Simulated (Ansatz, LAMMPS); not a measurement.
# Structural relaxation of Na+ FSI- in dimethoxyethane and ethylene carbonate and a fluorinated ether (TTE), from a frame at 350 K (144 atoms), part 2 of 3

Wanted: the relaxed structure of Na+ FSI- in dimethoxyethane and ethylene carbonate and a fluorinated ether (TTE), from a frame at 350 K (144 atoms) and its electronic structure.

Ansatz 0.2.0; Kohn-Sham DFT, PBE+D3(BJ), PAW (set soft_2), plane waves.

The cell: 36 F, 34 C, 22 O, 44 H, 2 N, 4 S and 2 Na. The network of contacts between molecules at the start is that of the classical potential that made the cell. The Brillouin zone is sampled at Γ only, in a cell whose shortest periodic width is 12 Å.

So far. Step 3 (Single point at the start): Neighbours are counted within 1.34 Å (H-C), 1.62 Å (F-C), 1.98 Å (F-S), 2.61 Å (F-Na), 1.85 Å (C-C), 1.73 Å (C-O), 1.88 Å (O-S), 3.02 Å (O-Na), 2.02 Å (S-N).

## (4) Cell and atoms relaxed

The cell is relaxed with the atoms, since the starting lattice needn't suit this functional.

File input.yaml:

```yaml
crystal:
  lattice:
    - [12.40461, 0.0, 0.0]
    - [0.0, 12.40461, 0.0]
    - [0.0, 0.0, 12.40461]
  atoms:
    [... the 144 atom lines of step 3 ...]
kpoints:
  mp_grid: { grid: [1, 1, 1] }
hamiltonian:
  xc: pbe
  dispersion: d3bj
scf:
  occupations: { method: fermi_dirac, width: 0.05 }
output:
  forces: true
relax:
  f_tol: 0.03
  max_steps: 200
  cell: {}
```

Run with:

```console
$ ansatz run input.yaml --threads 4 --pin off --max-ram 8192MiB --backend cpu --events-out ev --progress --plain --runs-dir out
```

Numbers of over 12 decimals in the logs are rounded to 6 here.

The log of the run:

```text
[...]
Crystal: 144 atoms, lattice volume = 1908.751 Å³
Basis set: ecut = 420 eV, 37385 PW (Γ), exchange–correlation on 180×180×180 points (8 copies of the dense FFT grid, shifted against one another)
Bands: 452, of which v1, the nominal top of the filled ones, is band 308 counted from 1 (307 counted from 0)
Symmetry: 1 space group operations
[...]
k-points: 1
[...]
SCF iter   1: F=—  HF=-58134.275187 eV  |F-HF|=—  |Δ(HF+E_count)|=         —  Δρ=5.80e-3  dr2=7.74e-1  ethr=1.77e-3  ⟨swp⟩=6.0  Hψ=1936  notcnv=0  defer=109
[...]
SCF iter  11: F=-58134.021843 eV  HF=-58134.021843 eV  |F-HF|=8.64e-9  |Δ(HF+E_count)|=   2.86e-8  Δρ=8.71e-7  dr2=1.79e-8  ethr=1.62e-11  ⟨swp⟩=4.0  Hψ=1212  notcnv=0
SCF 1 converged in 11 iterations: F = -58134.021843 eV  dr2 = 1.79e-8
[...]
relax step   1: F+E_penalty+E_count = -58134.02184311 eV  Δ(F+E_penalty+E_count) = +0.000e0 eV  max|allowed force component| = 6.898e0 eV/Å  Δτ_max = 0.0000 Å  P = +1.481 GPa  Ω = 1908.751 Å³  (11 SCF iters, dr2 threshold 1.00e-7 eV, accepted)
[... from here on, the SCF cycles and remarks between the steps are left out ...]
relax step   2: F+E_penalty+E_count = -58140.43047473 eV  Δ(F+E_penalty+E_count) = -6.409e0 eV  max|allowed force component| = 4.113e0 eV/Å  Δτ_max = 0.1987 Å  P = +0.163 GPa  Ω = 1945.788 Å³  energy of the carried Pulay correction = -1.167e-1 eV  (7 SCF iters, dr2 threshold 1.44e-5 eV, accepted)
relax step   3: F+E_penalty+E_count = -58142.71674307 eV  Δ(F+E_penalty+E_count) = -2.286e0 eV  max|allowed force component| = 2.308e0 eV/Å  Δτ_max = 0.1908 Å  P = -0.353 GPa  Ω = 1968.153 Å³  energy of the carried Pulay correction = -1.861e-1 eV  (7 SCF iters, dr2 threshold 1.44e-5 eV, accepted)
relax step   4: F+E_penalty+E_count = -58143.56663901 eV  Δ(F+E_penalty+E_count) = -8.499e-1 eV  max|allowed force component| = 1.531e0 eV/Å  Δτ_max = 0.1906 Å  P = -0.296 GPa  Ω = 1934.376 Å³  energy of the carried Pulay correction = -8.099e-2 eV  (8 SCF iters, dr2 threshold 1.44e-5 eV, accepted)
relax step   5: F+E_penalty+E_count = -58144.04203877 eV  Δ(F+E_penalty+E_count) = -4.754e-1 eV  max|allowed force component| = 6.958e-1 eV/Å  Δτ_max = 0.1946 Å  P = -0.297 GPa  Ω = 1921.301 Å³  energy of the carried Pulay correction = -3.980e-2 eV  (8 SCF iters, dr2 threshold 1.44e-5 eV, accepted)
relax step   6: F+E_penalty+E_count = -58144.30302027 eV  Δ(F+E_penalty+E_count) = -2.610e-1 eV  max|allowed force component| = 3.808e-1 eV/Å  Δτ_max = 0.1915 Å  P = -0.316 GPa  Ω = 1918.933 Å³  energy of the carried Pulay correction = -3.231e-2 eV  (8 SCF iters, dr2 threshold 1.44e-5 eV, accepted)
relax step   7: F+E_penalty+E_count = -58144.53490705 eV  Δ(F+E_penalty+E_count) = -2.319e-1 eV  max|allowed force component| = 3.351e-1 eV/Å  Δτ_max = 0.1911 Å  P = -0.185 GPa  Ω = 1905.529 Å³  energy of the carried Pulay correction = +1.026e-2 eV  (8 SCF iters, dr2 threshold 9.07e-6 eV, accepted)
relax step   8: F+E_penalty+E_count = -58144.68217363 eV  Δ(F+E_penalty+E_count) = -1.473e-1 eV  max|allowed force component| = 2.514e-1 eV/Å  Δτ_max = 0.1949 Å  P = -0.141 GPa  Ω = 1899.554 Å³  energy of the carried Pulay correction = +2.933e-2 eV  (8 SCF iters, dr2 threshold 7.02e-6 eV, accepted)
relax step   9: F+E_penalty+E_count = -58144.76840831 eV  Δ(F+E_penalty+E_count) = -8.623e-2 eV  max|allowed force component| = 5.056e-1 eV/Å  Δτ_max = 0.1947 Å  P = -0.086 GPa  Ω = 1894.701 Å³  energy of the carried Pulay correction = +4.487e-2 eV  (8 SCF iters, dr2 threshold 3.95e-6 eV, accepted)
relax step  10: F+E_penalty+E_count = -58144.84181710 eV  Δ(F+E_penalty+E_count) = -7.341e-2 eV  max|allowed force component| = 3.092e-1 eV/Å  Δτ_max = 0.1903 Å  P = -0.084 GPa  Ω = 1889.500 Å³  energy of the carried Pulay correction = +6.157e-2 eV  (7 SCF iters, dr2 threshold 1.44e-5 eV, accepted)
relax step  11: F+E_penalty+E_count = -58144.87089286 eV  Δ(F+E_penalty+E_count) = -2.908e-2 eV  max|allowed force component| = 5.158e-1 eV/Å  Δτ_max = 0.0938 Å  P = +0.274 GPa  Ω = 1887.751 Å³  energy of the carried Pulay correction = +6.719e-2 eV  (7 SCF iters, dr2 threshold 5.98e-6 eV, accepted)
relax step  12: F+E_penalty+E_count = -58144.91439108 eV  Δ(F+E_penalty+E_count) = -4.350e-2 eV  max|allowed force component| = 4.400e-1 eV/Å  Δτ_max = 0.1948 Å  P = -0.320 GPa  Ω = 1881.106 Å³  energy of the carried Pulay correction = +8.861e-2 eV  (8 SCF iters, dr2 threshold 1.44e-5 eV, accepted)
relax step  13: F+E_penalty+E_count = -58144.93706911 eV  Δ(F+E_penalty+E_count) = -2.268e-2 eV  max|allowed force component| = 1.940e-1 eV/Å  Δτ_max = 0.1154 Å  P = -0.026 GPa  Ω = 1884.177 Å³  energy of the carried Pulay correction = +7.870e-2 eV  (7 SCF iters, dr2 threshold 1.21e-5 eV, accepted)
relax step  14: F+E_penalty+E_count = -58144.96316821 eV  Δ(F+E_penalty+E_count) = -2.610e-2 eV  max|allowed force component| = 9.425e-2 eV/Å  Δτ_max = 0.1499 Å  P = -0.043 GPa  Ω = 1884.209 Å³  energy of the carried Pulay correction = +7.860e-2 eV  (8 SCF iters, dr2 threshold 2.35e-6 eV, accepted)
[...]
relax step 132: F+E_penalty+E_count = -58145.63850035 eV  Δ(F+E_penalty+E_count) = +3.192e-2 eV  max|allowed force component| = 2.454e-2 eV/Å  Δτ_max = 0.0000 Å  P = -0.009 GPa  Ω = 1740.255 Å³  stress off target by 7.35e-2 GPa  SCF on the basis re-selected at this cell (its energy is not comparable with the rows above)  (6 SCF iters)
[...]
relax step 134: F+E_penalty+E_count = -58145.65931464 eV  Δ(F+E_penalty+E_count) = -3.441e-3 eV  max|allowed force component| = 4.191e-2 eV/Å  Δτ_max = 0.0573 Å  P = -0.051 GPa  Ω = 1736.767 Å³  energy of the carried Pulay correction = +1.321e-2 eV  (8 SCF iters, dr2 threshold 2.38e-7 eV, accepted)
relax step 135: F+E_penalty+E_count = -58145.66670350 eV  Δ(F+E_penalty+E_count) = -7.389e-3 eV  max|allowed force component| = 1.132e-1 eV/Å  Δτ_max = 0.1941 Å  P = -0.073 GPa  Ω = 1735.932 Å³  energy of the carried Pulay correction = +1.633e-2 eV  (9 SCF iters, dr2 threshold 1.10e-7 eV, accepted)
relax step 136: F+E_penalty+E_count = -58145.67894870 eV  Δ(F+E_penalty+E_count) = -1.225e-2 eV  max|allowed force component| = 1.394e-1 eV/Å  Δτ_max = 0.1937 Å  P = +0.036 GPa  Ω = 1733.361 Å³  energy of the carried Pulay correction = +2.532e-2 eV  (9 SCF iters, dr2 threshold 8.01e-7 eV, accepted)
relax step 137: F+E_penalty+E_count = -58145.67072371 eV  Δ(F+E_penalty+E_count) = +8.225e-3 eV  max|allowed force component| = 1.729e-1 eV/Å  Δτ_max = 0.1164 Å  P = -0.069 GPa  Ω = 1736.068 Å³  energy of the carried Pulay correction = +1.579e-2 eV  (8 SCF iters, dr2 threshold 1.21e-6 eV, accepted)
relax step 138: F+E_penalty+E_count = -58145.63896774 eV  Δ(F+E_penalty+E_count) = +3.176e-2 eV  max|allowed force component| = 2.697e-1 eV/Å  Δτ_max = 0.1914 Å  P = +0.046 GPa  Ω = 1742.456 Å³  energy of the carried Pulay correction = -7.458e-3 eV  (8 SCF iters, dr2 threshold 1.87e-6 eV, rejected (line search))
relax step 139: F+E_penalty+E_count = -58145.66622046 eV  Δ(F+E_penalty+E_count) = +4.503e-3 eV  max|allowed force component| = 4.207e-2 eV/Å  Δτ_max = 0.0940 Å  P = +0.008 GPa  Ω = 1738.354 Å³  energy of the carried Pulay correction = +7.565e-3 eV  (12 SCF iters, accepted)
relax step 140: F+E_penalty+E_count = -58145.67148582 eV  Δ(F+E_penalty+E_count) = -5.265e-3 eV  max|allowed force component| = 3.278e-2 eV/Å  Δτ_max = 0.0350 Å  P = +0.011 GPa  Ω = 1737.160 Å³  energy of the carried Pulay correction = +1.181e-2 eV  (8 SCF iters, dr2 threshold 1.11e-7 eV, accepted)
relax step 141: F+E_penalty+E_count = -58145.67335402 eV  Δ(F+E_penalty+E_count) = -1.868e-3 eV  max|allowed force component| = 3.868e-2 eV/Å  Δτ_max = 0.0696 Å  P = -0.012 GPa  Ω = 1736.799 Å³  energy of the carried Pulay correction = +1.310e-2 eV  (9 SCF iters, dr2 threshold 6.72e-8 eV, accepted)
relax step 142: F+E_penalty+E_count = -58145.67194199 eV  Δ(F+E_penalty+E_count) = +1.412e-3 eV  max|allowed force component| = 1.287e-2 eV/Å  Δτ_max = 0.0119 Å  P = -0.002 GPa  Ω = 1737.317 Å³  energy of the carried Pulay correction = +1.128e-2 eV  (7 SCF iters, dr2 threshold 9.35e-8 eV, accepted)
relax step 143: F+E_penalty+E_count = -58145.67065586 eV  Δ(F+E_penalty+E_count) = +1.286e-3 eV  max|allowed force component| = 1.216e-2 eV/Å  Δτ_max = 0.0000 Å  P = -0.001 GPa  Ω = 1737.317 Å³  stress off target by 5.27e-2 GPa  SCF on the basis re-selected at this cell (its energy is not comparable with the rows above)  (6 SCF iters)
relax step 144: F+E_penalty+E_count = -58145.67592955 eV  Δ(F+E_penalty+E_count) = -5.274e-3 eV  max|allowed force component| = 2.217e-2 eV/Å  Δτ_max = 0.0169 Å  P = +0.004 GPa  Ω = 1736.514 Å³  energy of the carried Pulay correction = +3.108e-3 eV  (9 SCF iters, dr2 threshold 6.95e-9 eV, accepted)
relax step 145: F+E_penalty+E_count = -58145.67551240 eV  Δ(F+E_penalty+E_count) = +4.171e-4 eV  max|allowed force component| = 2.233e-2 eV/Å  Δτ_max = 0.0000 Å  P = +0.004 GPa  Ω = 1736.514 Å³  stress off target by 3.90e-2 GPa  SCF on the basis re-selected at this cell (its energy is not comparable with the rows above)  (5 SCF iters)
[...]
SCF converged after 5 iterations
Free energy (F): -58145.675512 eV
[...]
Internal energy: -58145.675512 eV  (E = F + TS)
E sigma→0 (E₀):  -58145.675512 eV
Fermi energy:    2.685442 eV
[...]
--- Forces (eV/Å), atoms counted from 1 ---
  atom   1  F      0.00068366    -0.00173783    -0.00022915
  atom   2  C      0.00181461    -0.00178319    -0.00375201
  atom   3  F     -0.00321770     0.00248002     0.00340708
  atom   4  C      0.00160610    -0.00131115     0.00128630
  atom   5  F     -0.00187101    -0.00080477     0.00122336
  atom   6  F      0.00217487     0.00051454     0.00005946
  atom   7  O      0.00022366     0.00121762    -0.00275057
  atom   8  C      0.00093071    -0.00133583     0.00118828
  atom   9  C     -0.00158929     0.00057972    -0.01009725
  atom  10  F      0.00114315     0.00223473     0.00292510
  atom  11  F     -0.00259010     0.00033607     0.00391248
  atom  12  C      0.00406557    -0.00173724    -0.00046564
  atom  13  F     -0.00127328     0.00019573     0.00077029
  atom  14  F      0.00168634    -0.00216397    -0.00133108
[...]
atom 143  Na     0.00075375     0.00243874    -0.00239238
  atom 144  Na    -0.00241643    -0.00006288    -0.00110756
  max |Σ_I F_I| component: 7.84e-6 eV/Å
--- Stress (GPa, compression-positive) ---
        0.002113       0.015807       0.028112
        0.015807       0.003807       0.006732
        0.028112       0.006732       0.005258
  P = ⅓ Tr σ = 0.0037 GPa (0.037 kbar)
--- Relaxed structure (139 steps of the walk, 133 accepted, 6 SCFs on fresh bases) ---
  F+E_penalty+E_count = -58145.67551240 eV   max|allowed force component| = 2.233e-2 eV/Å   (the final SCF, on the basis selected at the relaxed cell)
  cell:  # Å, volume = 1736.5141 Å³
    - [11.823679, 0.633987, 0.391825]
    - [0.633987, 12.083906, 0.025095]
    - [0.391825, 0.025095, 12.201250]
  atoms:
    - { symbol: F, position: [0.679909, 0.952238, 0.417807] }
    - { symbol: C, position: [0.627458, 0.985664, 0.326048] }
    - { symbol: F, position: [0.523935, 0.043241, 0.357466] }
    - { symbol: C, position: [0.604735, 0.881722, 0.261392] }
[...]
- { symbol: Na, position: [0.384579, 0.203666, 0.350032] }
```

The job ended after 24 min (4 threads of Intel Xeon 6975P-C (Granite Rapids), shared host; peak memory 2.9 GiB; 1.5 h of CPU time).

Step by step (22 of 145):

```tsv
step	energy less that of the first step (eV)	largest force component (eV/Å)	pressure (GPa)	volume (Å³)
1	0.0000	6.8978	1.48	1908.75
8	-10.6603	0.2514	-0.14	1899.55
15	-10.9745	0.2464	-0.20	1879.19
22	-11.0750	0.0834	-0.04	1869.05
28	-11.1907	0.1898	-0.05	1856.72
35	-11.2868	0.0847	-0.03	1849.71
42	-11.3551	0.1562	-0.03	1845.76
49	-11.4234	0.2982	-0.03	1842.40
56	-11.4908	0.2928	0.13	1837.46
63	-11.5340	0.0364	-0.02	1835.93
70	-11.5396	0.0221	0.00	1836.58
76	-11.5648	0.0571	-0.04	1786.34
83	-11.5944	0.0412	0.00	1779.87
90	-11.6250	0.1520	-0.10	1776.73
97	-11.6665	0.1596	0.00	1771.01
104	-11.6794	0.1782	-0.18	1771.64
111	-11.7042	0.0672	0.02	1770.55
118	-11.7084	0.0844	-0.08	1774.46
124	-11.6721	0.0825	0.06	1748.72
131	-11.6486	0.0247	0.00	1740.26
138	-11.6171	0.2697	0.05	1742.46
145*	-11.6537	0.0223	0.00	1736.51
```

Relaxation steps marked * repeat the geometry before them on a plane-wave basis chosen anew for their cell, so energy and pressure can jump there. Other such steps can lie between the rows shown. Relaxation steps 30, 82, 91, 104, 110, 138 were tried and not accepted.

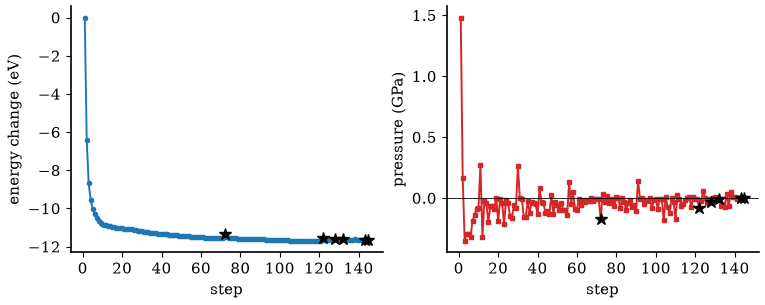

Energy and pressure along the relaxation. Stars mark steps on a basis chosen anew.

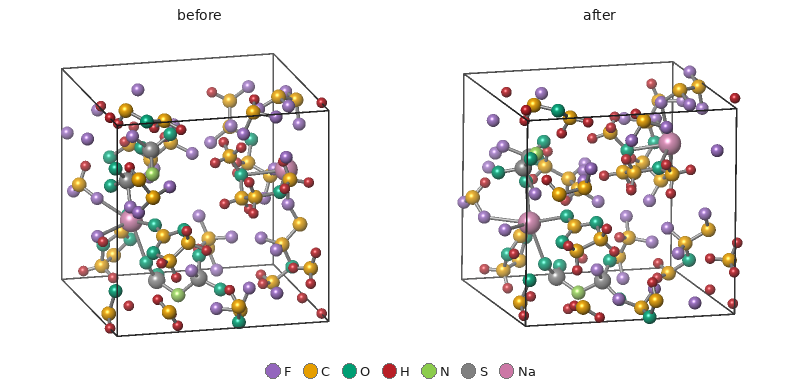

The structure before and after the relaxation, drawn at the same scale. Bonds to atoms that aren't drawn are left out.

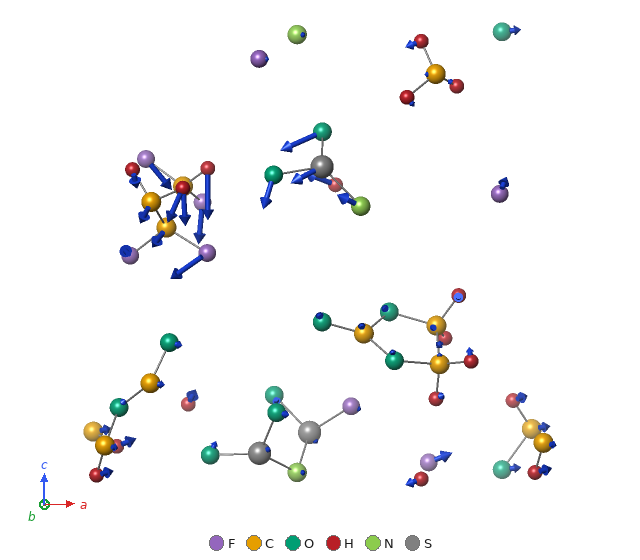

Displacements in the relaxation, scaled, measured against the changing cell; the longest in the cell stands for 3.60 Å. Drawn is a slice 4 Å thick, seen along the normal of the ac plane. Bonds to atoms that aren't drawn are left out.

```tsv
cell as run	before	after	change
a (Å)	12.405	11.847	-4.5 %
b (Å)	12.405	12.101	-2.5 %
c (Å)	12.405	12.208	-1.6 %
α (°)	90.00	89.67	-0.4 %
β (°)	90.00	86.26	-4.2 %
γ (°)	90.00	83.93	-6.7 %
volume (Å³/atom)	13.26	12.06	-9.0 %
```

The atoms that moved most (Å, as changes of fractional coordinates times the final cell):

```tsv
atom	dx	dy	dz	length
H36	0.000	-0.114	-3.599	3.601
F129	-2.871	-1.297	-1.294	3.406
F29	-2.375	1.483	-1.855	3.358
F21	-1.713	1.603	-2.379	3.341
O128	-2.879	-1.085	-1.132	3.279
F24	-1.247	2.504	0.998	2.969
F31	-0.236	0.300	-2.779	2.805
F32	1.681	0.118	-2.026	2.636
```

The relaxation changed the energy by -80.9 meV/atom, and atoms moved by 1.5 Å r.m.s., 3.6 Å at most.

## (5) Local order after relaxation

Bonds before and after, by the cutoffs listed below:

```tsv
pair	bonds before	bonds after	mean before (Å)	mean after (Å)	spread before (Å)	spread after (Å)
H-C	44	44	1.093	1.098	0.033	0.004
F-C	32	32	1.372	1.370	0.031	0.009
F-S	4	4	1.572	1.617	0.020	0.011
F-Na	6	6	2.493	2.574	0.232	0.125
C-C	16	16	1.519	1.533	0.037	0.014
C-O	26	26	1.415	1.394	0.061	0.066
O-S	8	8	1.443	1.445	0.019	0.006
O-Na	7	7	2.445	2.389	0.141	0.056
S-N	4	4	1.558	1.584	0.046	0.006
```

Density 1.62 g/cm³, 12.06 Å³ an atom.

Pair distribution functions g(r), in bins of 0.2 Å:

```tsv
r (Å)	total	H-H	H-F	H-C	H-O	H-S	H-N
1.00	1.78	0.00	0.00	12.40	0.00	0.00	0.00
1.20	0.77	0.00	0.00	4.75	0.00	0.00	0.00
1.40	2.20	0.00	0.00	0.00	0.00	0.00	0.00
1.60	0.67	0.00	0.00	0.00	0.00	0.00	0.00
1.80	0.51	5.41	0.00	0.00	0.00	0.00	0.00
2.00	0.74	0.00	1.70	0.00	5.20	0.00	0.00
2.20	1.07	0.28	0.08	3.12	1.39	0.00	0.00
2.40	1.38	1.82	0.44	0.15	0.97	0.00	0.00
2.60	0.83	0.77	2.11	1.00	0.85	0.00	1.23
2.80	0.96	0.64	1.80	0.76	0.92	0.00	0.00
3.00	0.74	1.67	0.93	0.87	1.03	0.00	0.86
3.20	0.80	0.49	0.78	0.89	0.99	1.17	0.00
3.40	0.88	0.61	1.00	0.76	1.12	1.71	0.00
3.60	0.95	0.99	0.84	0.97	0.44	2.17	1.18
3.80	0.77	1.04	0.51	0.86	0.54	1.10	2.19
4.00	0.91	0.76	0.90	1.18	0.75	1.21	0.48
4.20	1.06	1.00	1.06	0.84	1.29	0.21	1.80
4.40	1.02	1.03	0.97	0.95	1.06	1.22	1.20
4.60	1.13	1.45	1.43	0.98	0.81	1.12	1.85
4.80	1.09	1.12	1.12	1.05	1.15	0.50	2.05
5.00	1.04	0.85	1.05	1.26	0.74	1.41	1.27
5.20	1.08	0.82	1.05	0.98	0.87	1.31	1.73
5.40	1.01	1.20	0.91	1.10	0.81	0.41	0.54
5.60	1.05	0.98	1.10	0.94	1.09	0.62	0.00
5.80	0.95	0.76	1.01	0.95	0.95	1.40	0.47
```

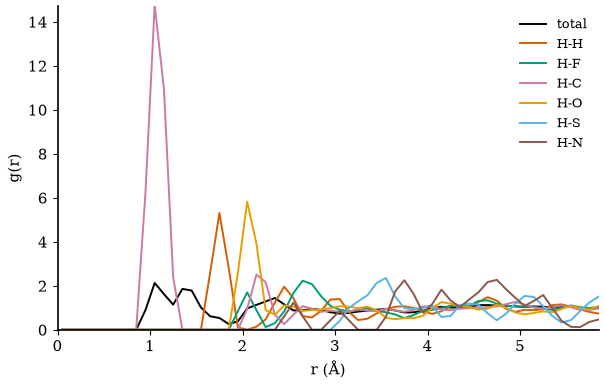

Pair distribution functions, lightly smoothed, with peaks cut at 14.

Bonds by pair of elements; cutoffs follow the first minimum of g(r), held within bounds set by covalent radii, and pairs that aren't listed don't count as bonded:

```tsv
pair A-B	cutoff (Å)	bonds	mean length (Å)	spread (Å)	shortest (Å)	B about A	A about B
H-C	1.34	44	1.10	0.004	1.09	1	1.29
F-C	1.62	32	1.37	0.009	1.35	0.889	0.941
F-S	1.98	4	1.62	0.011	1.6	0.111	1
F-Na	2.97	6	2.57	0.125	2.40	0.167	3
C-C	1.85	16	1.53	0.014	1.51	0.941	0.941
C-O	1.73	26	1.39	0.066	1.22	0.765	1.18
O-S	1.88	8	1.45	0.006	1.44	0.364	2
O-Na	2.93	7	2.39	0.056	2.34	0.318	3.5
S-N	1.98	4	1.58	0.006	1.57	1	2
```

How many atoms have how many bonded neighbours:

```tsv
element	mean	1	2	3	4	6	7
C	3.94	0	0	2	32	0	0
F	1.17	30	6	0	0	0	0
H	1	44	0	0	0	0	0
N	2	0	2	0	0	0	0
Na	6.5	0	0	0	0	1	1
O	1.86	5	15	2	0	0	0
S	4	0	0	0	4	0	0
```

Bond angles, per cent of each kind in bins of 5°:

```tsv
angle (°)	C-C-F	H-C-O	C-C-H	H-C-H	F-Na-O
70–75	0.0	0.0	0.0	0.0	20.0
75–80	0.0	0.0	0.0	0.0	5.0
80–85	0.0	0.0	0.0	0.0	5.0
85–90	0.0	0.0	0.0	0.0	5.0
90–95	0.0	0.0	0.0	0.0	5.0
95–100	0.0	0.0	0.0	0.0	10.0
100–105	0.0	0.0	0.0	0.0	10.0
105–110	77.5	44.4	43.8	83.3	0.0
110–115	22.5	55.6	56.2	16.7	0.0
115–120	0.0	0.0	0.0	0.0	5.0
120–125	0.0	0.0	0.0	0.0	10.0
125–130	0.0	0.0	0.0	0.0	0.0
130–135	0.0	0.0	0.0	0.0	5.0
135–140	0.0	0.0	0.0	0.0	5.0
140–145	0.0	0.0	0.0	0.0	5.0
145–150	0.0	0.0	0.0	0.0	5.0
150–155	0.0	0.0	0.0	0.0	0.0
155–160	0.0	0.0	0.0	0.0	5.0
```

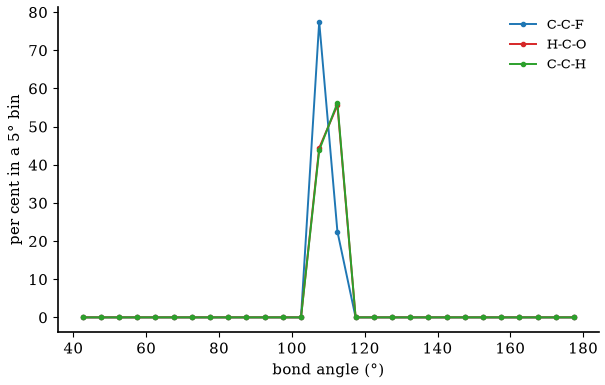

Distributions of the most common bond angles.

Bond angles (no mean is given where the spread exceeds 20°):

```tsv
angle	count	mean (°)	spread (°)
C-C-F	40	109	1.2
H-C-O	36	110	1.8
C-C-H	32	111	1.9
H-C-H	24	109	0.8
F-Na-O	20	-	-
```

Bond length by coordination (bonds to H left out):

```tsv
element	coordination	atoms	mean bond length (Å)
C	3	2	1.30
C	4	32	1.44
F	1	30	1.40
F	2	6	1.98
Na	6	1	2.44
Na	7	1	2.50
O	1	5	1.44
O	2	15	1.56
O	3	2	1.75
```

Rings of the network by King's shortest-path rule, up to 12 atoms, one path for each pair of neighbours; H, halogens, alkali and alkaline-earth atoms are left out, and the last column divides by all other atoms, bonded or not:

```tsv
ring size (atoms)	rings	per network atom
5	2	0.032
```

With the cutoffs above, 94 % of C atoms have 4, 83 % of F atoms have 1, all H atoms have 1 and all N atoms have 2 bonded neighbours. The C-C-F angle averages 109° with a spread of 1.2°. All rings counted have 5 atoms.

[end of part 2 of 3]

[Logs are printed without paths, hosts, clocks, repeated set-up lines and the standing remarks that a program may print on its own settings, such as how far it seeks lower states.]

[Hosts, paths, dates, database ids (printed as entryN), source tags and the programs' standing remarks are cut or masked in the printed files.]
